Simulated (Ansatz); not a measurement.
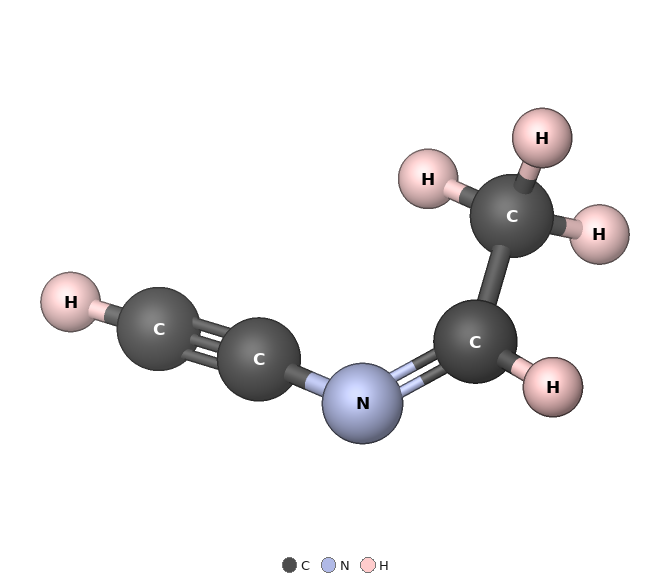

The computed structure is the end point of a PBE0-D4/def2-TZVP optimisation. Program: Ansatz 0.2.0.

Compare HOMO–LUMO gap (eV), HOMO energy (eV), dipole (D) at these levels: B3LYP-D4/def2-TZVPP; PBE-D4/def2-TZVPP; r2SCAN-D4/def2-TZVPP; ωB97M-V/def2-TZVPP.

```tsv
level	HOMO–LUMO gap (eV)	HOMO energy (eV)	dipole (D)
B3LYP-D4/def2-TZVPP	5.19	−6.70	2.56
PBE-D4/def2-TZVPP	3.39	−5.67	2.46
r2SCAN-D4/def2-TZVPP	3.80	−5.89	2.57
ωB97M-V/def2-TZVPP	10.00	−9.15	2.64
```
